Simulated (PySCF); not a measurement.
# SOF radical: EPR parameters at several levels of theory

How much do the EPR parameters of SOF radical (`O=[S]F`) depend on the level of theory, and what does each level cost?

The runs use PySCF 2.14.0, with density-fitted response routines of our own; the level of theory stands in each step. All values are computed, except where a source is named. Atoms are numbered from 0 throughout.

## Step 1: The molecule as given

3 atoms, charge 0, multiplicity 2; geometry from: GFN2-xTB.

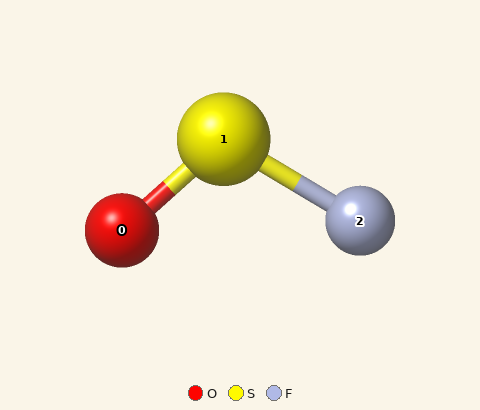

The starting geometry (oxygen red, sulfur yellow, fluorine light blue), atoms numbered.

## Step 2: Optimising the geometry at PBE0-D3(BJ)/def2-TZVP

The job: settings as JSON, then the geometry in Å.

```
{"job": {"xc": "PBE0", "basis": "def2-TZVP", "d3": "d3bj", "grid": 2, "kind": "geom"}, "charge": 0, "multiplicity": 2}
O     -1.236190    -0.451090    -0.002320
S     -0.138230     0.476920    -0.003280
F      1.274350    -0.425050     0.007500
```

What it wrote:

```text
step   0  E = -573.00354829  max force = 0.035641
step   1  E = -573.00545622  max force = 0.016827
step   2  E = -573.00591616  max force = 0.003573
step   3  E = -573.00594925  max force = 0.000610
step   4  E = -573.00595024  max force = 0.000169
optimisation converged
```

Run time: 48 s. Hardware: 2 threads of Intel Xeon at 2.50GHz (Skylake/Cascade Lake), shared host.

Relaxation path:

| step | energy from step 0 (eV) | largest force component (eV/Å) |
| --- | --- | --- |
| 0 | 0.0000 | 1.8327 |
| 1 | -0.0519 | 0.8653 |
| 2 | -0.0644 | 0.1837 |
| 3 | -0.0653 | 0.0314 |
| 4 | -0.0654 | 0.0087 |

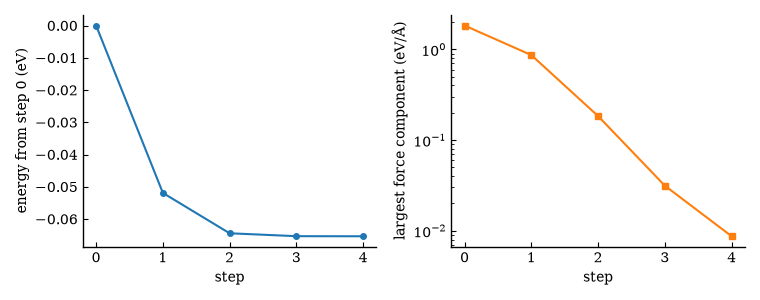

Energy and largest force along the relaxation.

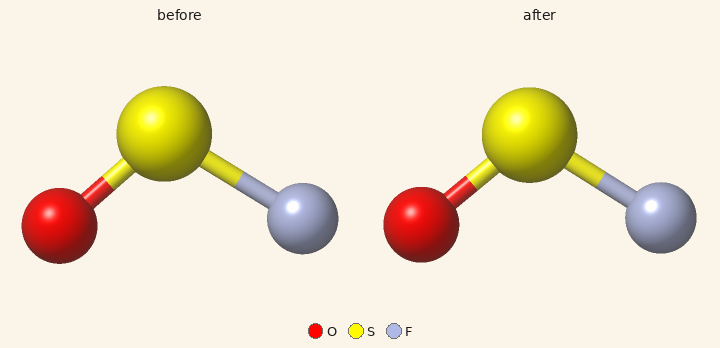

Before and after, at one scale.

Distances of close pairs at the start and the end, largest changes first:

| bond | before (Å) | after (Å) | change (Å) |
| --- | --- | --- | --- |
| S1–F2 | 1.676 | 1.603 | -0.073 |
| O0–S1 | 1.438 | 1.450 | +0.012 |

The final coordinates are the input of the step that follows.

| at the end point | value |
| --- | --- |
| point group (found at 0.08 Å tolerance) | Cs |
| rotational constants (GHz, main isotopes) | 38.542, 9.355, 7.528 |
| dipole moment (D) | 1.71 |
| ⟨S²⟩ | 0.757 |

## Step 3: EPR parameters: B3LYP/pcH-2

The job: settings as JSON, then the geometry in Å.

```
{"job": {"kind": "epr", "xc": "B3LYP", "basis": "pcH-2"}, "charge": 0, "multiplicity": 2}
O     -1.235884    -0.441456    -0.001622
S     -0.101683     0.461897    -0.002923
F      1.237497    -0.419660     0.006445
```

Level: UKS B3LYP, pcH-2 on F O S, non-relativistic, mean-field spin-orbit, GIAO.

What it wrote:

```text
UKS, coarse grid
  cycle   1  E = -573.17950267  |g| = 6.92e-01
  cycle   2  E = -572.26955117  |g| = 1.64e+00
  cycle   3  E = -573.31508780  |g| = 2.88e-01
  cycle   4  E = -573.33919470  |g| = 1.27e-01
  cycle   5  E = -573.34394764  |g| = 2.07e-02
  cycle   6  E = -573.34411648  |g| = 7.20e-03
  cycle   7  E = -573.34414438  |g| = 1.74e-03
  cycle   8  E = -573.34414716  |g| = 5.96e-04
UKS, final grid
  cycle   1  E = -573.34418266  |g| = 4.80e-04
  cycle   2  E = -573.34418257  |g| = 7.88e-04
  cycle   3  E = -573.34418277  |g| = 1.75e-04
  cycle   4  E = -573.34418278  |g| = 1.12e-04
  cycle   5  E = -573.34418279  |g| = 5.22e-05
  cycle   6  E = -573.34418279  |g| = 6.76e-06
E = -573.34418279 Eh   <S^2> = 0.7547 (exact 0.7500)
g shifts (ppm)      1          2          3
  rmc          -310       -310       -310
  gc             68        -19         60
  oz_so       -5568        -57       9868
  total       -5810       -387       9618
hyperfine (MHz)  atom isotope    a_iso     a_fc   dipolar eigenvalues
    0   17O     -29.74     -29.34   -133.22     66.13     67.09
    1   33S      19.60      21.14    -67.61    -61.76    129.37
    2   19F      58.23      52.48   -140.10   -134.44    274.54
```

Run time: 45 s. Hardware: 2 threads of Intel Xeon at 2.50GHz (Skylake/Cascade Lake), shared host.

Principal g values 1.99651, 2.00193, 2.01194; g(iso) = 2.00346, against 2.00232 for a free electron.

Hyperfine couplings, nucleus by nucleus at this fixed geometry (no averaging over rotations):

| nuclei | isotope | a(iso) (MHz) | a(iso) (G, at g = 2.0023) | largest dipolar term (MHz) |
| --- | --- | --- | --- | --- |
| F2 | 19F | 58.2 | 20.8 | 274.5 |
| O0 | 17O | -29.7 | -10.6 | -133.2 |
| S1 | 33S | 19.6 | 7.0 | 129.4 |

Mulliken spin populations:

| atom | value (e) |
| --- | --- |
| O0 | 0.34 |
| S1 | 0.62 |
| F2 | 0.04 |

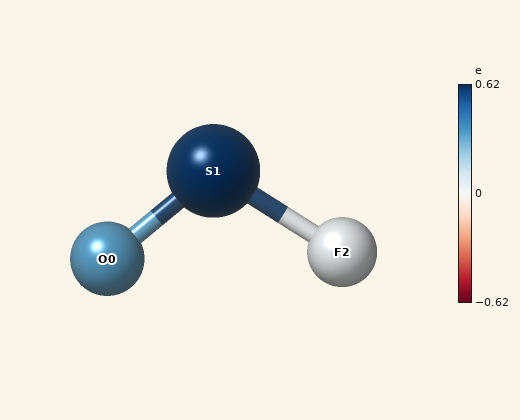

Mulliken spin populations, as colours on the atoms.

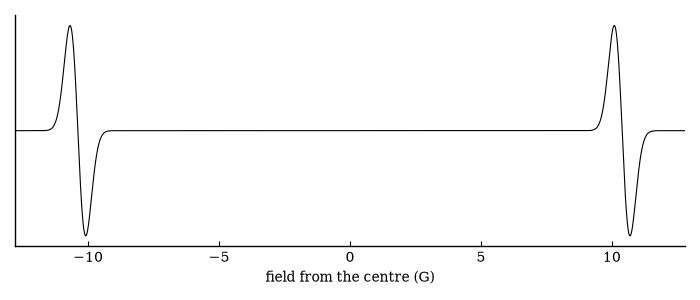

First-order isotropic spectrum (first derivative, main isotopes with spin only, couplings over 0.8 MHz, Gaussian width 0.3 G; couplings of the frozen geometry, rotation of groups not averaged beyond the rows shown).

## Step 4: EPR parameters: PBE0/pcH-2

The job: settings as JSON, then the geometry in Å.

```
{"job": {"kind": "epr", "xc": "PBE0", "basis": "pcH-2"}, "charge": 0, "multiplicity": 2}
O     -1.235884    -0.441456    -0.001622
S     -0.101683     0.461897    -0.002923
F      1.237497    -0.419660     0.006445
```

Level: UKS PBE0, pcH-2 on F O S, non-relativistic, mean-field spin-orbit, GIAO.

What it wrote:

```text
UKS, coarse grid
  cycle   1  E = -572.87418871  |g| = 6.37e-01
  cycle   2  E = -572.26048345  |g| = 1.39e+00
  cycle   3  E = -572.99611753  |g| = 2.26e-01
  cycle   4  E = -573.01099565  |g| = 1.03e-01
  cycle   5  E = -573.01415200  |g| = 1.62e-02
  cycle   6  E = -573.01426065  |g| = 5.75e-03
  cycle   7  E = -573.01428318  |g| = 1.48e-03
  cycle   8  E = -573.01428586  |g| = 5.57e-04
UKS, final grid
  cycle   1  E = -573.01432249  |g| = 5.33e-04
  cycle   2  E = -573.01432223  |g| = 1.10e-03
  cycle   3  E = -573.01432265  |g| = 1.33e-04
  cycle   4  E = -573.01432266  |g| = 1.18e-04
  cycle   5  E = -573.01432267  |g| = 4.72e-05
  cycle   6  E = -573.01432268  |g| = 5.06e-06
E = -573.01432268 Eh   <S^2> = 0.7558 (exact 0.7500)
g shifts (ppm)      1          2          3
  rmc          -306       -306       -306
  gc             68        -19         60
  oz_so       -5145        -70       9937
  total       -5383       -396       9691
hyperfine (MHz)  atom isotope    a_iso     a_fc   dipolar eigenvalues
    0   17O     -30.27     -29.87   -132.33     65.54     66.80
    1   33S      18.28      19.73    -67.37    -60.32    127.69
    2   19F      66.42      60.84   -137.35   -130.18    267.53
```

Wall time 46 s (2 threads of Intel Xeon at 2.50GHz (Skylake/Cascade Lake), shared host).

This run: g(iso) 2.00362.

## Step 5: EPR parameters: PBE/pcH-2

The job: settings as JSON, then the geometry in Å.

```
{"job": {"kind": "epr", "xc": "PBE", "basis": "pcH-2"}, "charge": 0, "multiplicity": 2}
O     -1.235884    -0.441456    -0.001622
S     -0.101683     0.461897    -0.002923
F      1.237497    -0.419660     0.006445
```

Level: UKS PBE, pcH-2 on F O S, non-relativistic, mean-field spin-orbit, GIAO.

What it wrote:

```text
UKS, coarse grid
  cycle   1  E = -572.82231315  |g| = 7.29e-01
  cycle   2  E = -570.88909635  |g| = 2.14e+00
  cycle   3  E = -572.91122499  |g| = 5.04e-01
  cycle   4  E = -572.98693301  |g| = 2.19e-01
  cycle   5  E = -573.00143349  |g| = 3.73e-02
  cycle   6  E = -573.00202509  |g| = 1.20e-02
  cycle   7  E = -573.00208454  |g| = 1.97e-03
  cycle   8  E = -573.00208612  |g| = 7.88e-04
UKS, final grid
  cycle   1  E = -573.00213116  |g| = 9.11e-04
  cycle   2  E = -573.00212949  |g| = 2.26e-03
  cycle   3  E = -573.00213134  |g| = 6.43e-04
  cycle   4  E = -573.00213149  |g| = 1.03e-04
  cycle   5  E = -573.00213149  |g| = 2.11e-05
E = -573.00213149 Eh   <S^2> = 0.7525 (exact 0.7500)
g shifts (ppm)      1          2          3
  rmc          -297       -297       -297
  gc             66        -19         59
  oz_so       -5140        -86       9027
  total       -5371       -403       8789
hyperfine (MHz)  atom isotope    a_iso     a_fc   dipolar eigenvalues
    0   17O     -15.14     -14.82   -125.54     62.05     63.49
    1   33S       2.46       3.94    -63.92    -59.08    123.00
    2   19F      38.10      32.41   -152.49   -149.90    302.39
```

Wall time 32 s (2 threads of Intel Xeon at 2.50GHz (Skylake/Cascade Lake), shared host).

In short: g(iso) 2.00332.

## Step 6: EPR parameters: CAM-B3LYP/pcH-2

The job: settings as JSON, then the geometry in Å.

```
{"job": {"kind": "epr", "xc": "CAM-B3LYP", "basis": "pcH-2"}, "charge": 0, "multiplicity": 2}
O     -1.235884    -0.441456    -0.001622
S     -0.101683     0.461897    -0.002923
F      1.237497    -0.419660     0.006445
```

With the program's defaults for keys left out, this is: UKS CAM-B3LYP, pcH-2 on F O S, non-relativistic, mean-field spin-orbit, GIAO.

What it wrote:

```text
UKS, coarse grid
  cycle   1  E = -573.15150151  |g| = 6.48e-01
  cycle   2  E = -572.86758529  |g| = 1.11e+00
  cycle   3  E = -573.28894025  |g| = 1.38e-01
  cycle   4  E = -573.29398192  |g| = 7.00e-02
  cycle   5  E = -573.29542452  |g| = 1.18e-02
  cycle   6  E = -573.29550470  |g| = 4.41e-03
  cycle   7  E = -573.29553148  |g| = 1.60e-03
  cycle   8  E = -573.29553706  |g| = 6.70e-04
UKS, final grid
  cycle   1  E = -573.29557989  |g| = 4.84e-04
  cycle   2  E = -573.29558003  |g| = 7.50e-04
  cycle   3  E = -573.29558023  |g| = 1.70e-04
  cycle   4  E = -573.29558032  |g| = 1.47e-04
  cycle   5  E = -573.29558034  |g| = 4.48e-05
  cycle   6  E = -573.29558034  |g| = 6.55e-06
E = -573.29558034 Eh   <S^2> = 0.7557 (exact 0.7500)
g shifts (ppm)      1          2          3
  rmc          -312       -312       -312
  gc             68        -19         60
  oz_so       -5931        -44      10167
  total       -6174       -375       9917
hyperfine (MHz)  atom isotope    a_iso     a_fc   dipolar eigenvalues
    0   17O     -29.83     -29.39   -133.95     66.49     67.46
    1   33S      17.13      18.71    -69.51    -62.94    132.45
    2   19F      57.85      52.10   -136.62   -128.17    264.79
```

Run time: 49 s. Hardware: 2 threads of Intel Xeon at 2.50GHz (Skylake/Cascade Lake), shared host.

In short: g(iso) 2.00344.

## Step 7: Run by run: EPR parameters

g, ⟨S²⟩ and isotropic hyperfine couplings (MHz), with basis size and wall time:

| run | g(iso) | ⟨S²⟩ | 19F F2 | 17O O0 | 33S S1 | functions | time |
| --- | --- | --- | --- | --- | --- | --- | --- |
| B3LYP/pcH-2 | 2.00346 | 0.755 | 58.2 | -29.7 | 19.6 | 166 | 45 s |
| PBE0/pcH-2 | 2.00362 | 0.756 | 66.4 | -30.3 | 18.3 | 166 | 46 s |
| PBE/pcH-2 | 2.00332 | 0.753 | 38.1 | -15.1 | 2.5 | 166 | 32 s |
| CAM-B3LYP/pcH-2 | 2.00344 | 0.756 | 57.9 | -29.8 | 17.1 | 166 | 49 s |

## Step 8: Results

```
                            quantity                  value
                         point group                     Cs
rotational constants (main isotopes)  38.54, 9.35, 7.53 GHz
                      g(iso) (B3LYP)                2.00346
                                ⟨S²⟩     0.755 (exact 0.75)
                      largest a(iso)    19F on F2, 58.2 MHz
```

**Reading.** Single values in the summary come from the first run of each kind that ended normally (B3LYP/pcH-2), which need not be the best level. Over 4 steps the energy fell by 0.065 eV; of the close pairs, S1–F2 changed most, 1.676 to 1.603 Å. S1 carries the largest spin population, 0.62 e. The isotropic g lies 1.1 ppt above the free-electron value. The coupling of 19F on F2 runs from 38.1 (PBE/pcH-2) to 66.4 MHz (PBE0/pcH-2).
